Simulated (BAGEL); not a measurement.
**C4H12Ge (tetramethylgermane): a chain of runs**

Aim: the energy (HF/6-31G*), then the energy (NEVPT2(2,2)/6-31G*) of C4H12Ge (tetramethylgermane). 

The calculation is run with BAGEL 1.2.2.

1 further run of the same task is left out (set aside as unsound or not needed).

## Step 1: The molecule

C4H12Ge has 17 atoms, charge 0, and is taken as a singlet. SMILES: `[CH3][Ge]([CH3])([CH3])[CH3]`. One bond was lengthened or shortened from a relaxed shape.

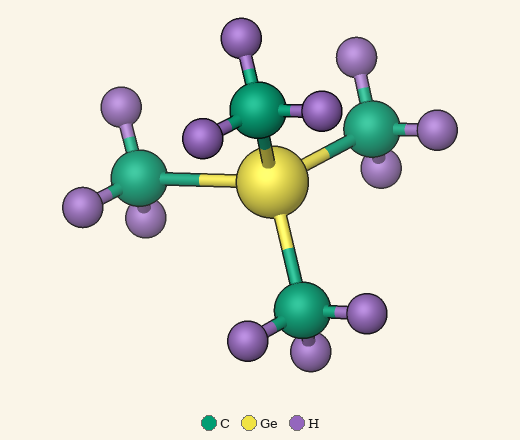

Viewed from a chosen angle; carbon teal, germanium yellow, hydrogen purple.

## Step 2: A single-point energy at HF/6-31G(d) (density fitting with svp-jkfit, spherical functions) (run 1)

Contents of input.json:

```json
{ "bagel" : [

{
  "title" : "molecule",
  "basis" : "6-31gs.json",
  "df_basis" : "svp-jkfit",
  "angstrom" : false,
  "geometry" : [
    { "atom" : "C", "xyz" : [ -0.79859448,  1.56068890, -3.87880460 ] },
    { "atom" : "Ge", "xyz" : [ -0.00009449,  0.00011338,  0.00007559 ] },
    { "atom" : "C", "xyz" : [  3.59027177,  0.43287956,  0.78888507 ] },
    { "atom" : "C", "xyz" : [ -0.85544122, -3.60015503,  0.08163617 ] },
    { "atom" : "C", "xyz" : [ -2.04039399,  1.81014976,  2.50231864 ] },
    { "atom" : "H", "xyz" : [ -0.33468561,  3.56931659, -3.96505170 ] },
    { "atom" : "H", "xyz" : [  0.32233436,  0.57667071, -5.30445178 ] },
    { "atom" : "H", "xyz" : [ -2.79316261,  1.33686974, -4.35713208 ] },
    { "atom" : "H", "xyz" : [  4.01833253, -0.31180481,  2.66491068 ] },
    { "atom" : "H", "xyz" : [  4.10803783,  2.42980985,  0.75254563 ] },
    { "atom" : "H", "xyz" : [  4.76296021, -0.56402656, -0.58524818 ] },
    { "atom" : "H", "xyz" : [ -0.48029279, -4.39544627,  1.94821315 ] },
    { "atom" : "H", "xyz" : [  0.26178376, -4.64547594, -1.30273940 ] },
    { "atom" : "H", "xyz" : [ -2.85254159, -3.88393521, -0.35241502 ] },
    { "atom" : "H", "xyz" : [ -4.05168619,  1.59320920,  2.09619760 ] },
    { "atom" : "H", "xyz" : [ -1.68170507,  1.08130129,  4.39898006 ] },
    { "atom" : "H", "xyz" : [ -1.59173521,  3.82403089,  2.48824018 ] }
  ]
},
{
  "title" : "hf"
},
{
  "title" : "print",
  "file" : "orbitals.molden",
  "orbitals" : true
}

]}
```

The basis set 6-31G* is read from a file made from the Basis Set Exchange's data (not shown).

On the command line:

```sh
$ BAGEL_NUM_THREADS=1 BAGEL input.json > input.out
```

What it wrote:

```text
* using 1 threads per process

  ===============================================================
  ===============================================================

  *** Geometry ***

  { "atom" : "C", "xyz" : [     -0.798594,      1.560689,     -3.878805 ] },
  { "atom" : "Ge", "xyz" : [     -0.000094,      0.000113,      0.000076 ] },
  { "atom" : "C", "xyz" : [      3.590272,      0.432880,      0.788885 ] },
  { "atom" : "C", "xyz" : [     -0.855441,     -3.600155,      0.081636 ] },
  { "atom" : "C", "xyz" : [     -2.040394,      1.810150,      2.502319 ] },
  { "atom" : "H", "xyz" : [     -0.334686,      3.569317,     -3.965052 ] },
  { "atom" : "H", "xyz" : [      0.322334,      0.576671,     -5.304452 ] },
  { "atom" : "H", "xyz" : [     -2.793163,      1.336870,     -4.357132 ] },
  { "atom" : "H", "xyz" : [      4.018333,     -0.311805,      2.664911 ] },
  { "atom" : "H", "xyz" : [      4.108038,      2.429810,      0.752546 ] },
  { "atom" : "H", "xyz" : [      4.762960,     -0.564027,     -0.585248 ] },
  { "atom" : "H", "xyz" : [     -0.480293,     -4.395446,      1.948213 ] },
  { "atom" : "H", "xyz" : [      0.261784,     -4.645476,     -1.302739 ] },
  { "atom" : "H", "xyz" : [     -2.852542,     -3.883935,     -0.352415 ] },
  { "atom" : "H", "xyz" : [     -4.051686,      1.593209,      2.096198 ] },
  { "atom" : "H", "xyz" : [     -1.681705,      1.081301,      4.398980 ] },
  { "atom" : "H", "xyz" : [     -1.591735,      3.824031,      2.488240 ] },

  Number of auxiliary basis functions:      782

  Since a DF basis is specified, we compute 2- and 3-index integrals:
    o Being stored without compression. Storage requirement is 0.078 GB

  Number of basis functions:      112
  Number of electrons      :       68

    * METHOD: MOLECULE                             0.83

  *** RHF ***

  === Nuclear Repulsion ===
   388.8836132162

      * DIIS with orbital gradients will be used.

  === RHF iteration (6-31gs.json) ===
      0      -2233.35371759          0.01231513           0.29
      1      -2233.50736172          0.00450838           0.29
      2      -2233.52919931          0.00115147           0.29
      3      -2233.53087742          0.00033733           0.29
      4      -2233.53094810          0.00004608           0.29
      5      -2233.53095295          0.00000833           0.29
      6      -2233.53095315          0.00000358           0.29
      7      -2233.53095317          0.00000128           0.29
      8      -2233.53095318          0.00000026           0.29
      9      -2233.53095318          0.00000007           0.30
     10      -2233.53095318          0.00000003           0.30
     11      -2233.53095318          0.00000001           0.29
    * SCF iteration converged.

    * Permanent dipole moment:
           (   -0.044579,     0.087165,    -0.217075) a.u.

    * METHOD: HF                                   4.09

    * METHOD: PRINT                                0.03

  ===============================================================
```

Run time: 5.1 s. Hardware: 1 thread of Arm Neoverse V1, shared host; peak memory 0.29 GiB.

## Step 3: The energy at NEVPT2(2,2)/6-31G(d) (density fitting with svp-jkfit, spherical functions) (run 2)

Contents of input.json:

```json
{ "bagel" : [

{
  "title" : "molecule",
  "basis" : "6-31gs.json",
  "df_basis" : "svp-jkfit",
  "geometry" : [
    { "atom" : "C", "xyz" : [    -0.79859448,     1.56068890,    -3.87880460 ] },
    { "atom" : "Ge", "xyz" : [    -0.00009449,     0.00011338,     0.00007559 ] },
    { "atom" : "C", "xyz" : [     3.59027177,     0.43287956,     0.78888507 ] },
    { "atom" : "C", "xyz" : [    -0.85544122,    -3.60015503,     0.08163617 ] },
    { "atom" : "C", "xyz" : [    -2.04039399,     1.81014976,     2.50231864 ] },
    { "atom" : "H", "xyz" : [    -0.33468561,     3.56931659,    -3.96505170 ] },
    { "atom" : "H", "xyz" : [     0.32233436,     0.57667071,    -5.30445178 ] },
    { "atom" : "H", "xyz" : [    -2.79316261,     1.33686974,    -4.35713208 ] },
    { "atom" : "H", "xyz" : [     4.01833253,    -0.31180481,     2.66491068 ] },
    { "atom" : "H", "xyz" : [     4.10803783,     2.42980985,     0.75254563 ] },
    { "atom" : "H", "xyz" : [     4.76296021,    -0.56402656,    -0.58524818 ] },
    { "atom" : "H", "xyz" : [    -0.48029279,    -4.39544627,     1.94821315 ] },
    { "atom" : "H", "xyz" : [     0.26178376,    -4.64547594,    -1.30273940 ] },
    { "atom" : "H", "xyz" : [    -2.85254159,    -3.88393521,    -0.35241502 ] },
    { "atom" : "H", "xyz" : [    -4.05168619,     1.59320920,     2.09619760 ] },
    { "atom" : "H", "xyz" : [    -1.68170507,     1.08130129,     4.39898006 ] },
    { "atom" : "H", "xyz" : [    -1.59173521,     3.82403089,     2.48824018 ] }
  ]
},

{ "title" : "hf" },

{ "title" : "nevpt2", "nstate" : 1, "nact" : 2, "nclosed" : 33, "active" : [34, 36], "maxiter" : 200, "natocc" : true, "ncore" : 13 },

{ "title" : "print", "file" : "orbitals.molden", "orbitals" : true }

]}
```

The basis set 6-31G* is read from a file made from the Basis Set Exchange's data (not shown).

On the command line:

```sh
$ BAGEL_NUM_THREADS=1 BAGEL input.json > input.out
```

What it wrote:

```text
* using 1 threads per process

  ===============================================================
  ===============================================================

  *** Geometry ***

  { "atom" : "C", "xyz" : [     -0.798594,      1.560689,     -3.878805 ] },
  { "atom" : "Ge", "xyz" : [     -0.000094,      0.000113,      0.000076 ] },
  { "atom" : "C", "xyz" : [      3.590272,      0.432880,      0.788885 ] },
[... 13 lines of this table left out ...]
  { "atom" : "H", "xyz" : [     -1.591735,      3.824031,      2.488240 ] },

  Number of auxiliary basis functions:      782

  Since a DF basis is specified, we compute 2- and 3-index integrals:
    o Being stored without compression. Storage requirement is 0.078 GB

  Number of basis functions:      112
  Number of electrons      :       68

    * METHOD: MOLECULE                             0.84

  *** RHF ***

[... 11 lines left out ...]
    * SCF iteration converged.
[... 1 line left out ...]
    * Permanent dipole moment:
[... 22 lines left out ...]
      0  0     -2233.53182051     1.68e-04      0.07

      1  0     -2233.54685733     6.89e-04      1.18
[... 21 lines of this table left out ...]
     12  0     -2233.54933471     5.64e-09      1.05

    * Second-order optimization converged. *

     guess   0:   closed 1.                   open ..

  === FCI iteration ===

      0  0     -2233.53058432     6.79e-02      0.00
      1  0     -2233.54932862     9.71e-04      0.00
      2  0 *   -2233.54933471     3.91e-16      0.00

     * ci vector, state   0, <S^2> = 0.0000
       2.     0.9906064691
       .2    -0.1367436409

  === DF-NEVPT2 calculation ===

    * 3-index integral transformation done
    * assembly done

      NEVPT2 correlation energy:   -0.7568748859      0.59

          (+0)     -0.6826614434
          (+0)'    -0.0230391948
          (+1)     -0.0116184595
          (+1)'    -0.0000000000
          (+2)     -0.0004159316
          (-1)     -0.0342154133
          (-1)'     0.0000000000
          (-2)     -0.0049244432

      NEVPT2 total energy:       -2234.3062095910

    * METHOD: NEVPT2                              16.50

    * METHOD: PRINT                                0.03

  ===============================================================
```

It took 22 s on 1 thread of Arm Neoverse V1, shared host; peak memory 0.29 GiB.

## Step 4: Results

| quantity | value |
| --- | --- |
| run 1, HF/6-31G*: total energy | -2233.53095 Eh |
| run 1, HF/6-31G*: dipole moment | 0.61 D |
| run 1, HF/6-31G*: HOMO energy | -10.03 eV |
| run 1, HF/6-31G*: LUMO energy | 5.16 eV |
| run 1, HF/6-31G*: HOMO–LUMO gap | 15.18 eV |
| run 2, NEVPT2(2,2)/6-31G*: total energy | -2234.30621 Eh |
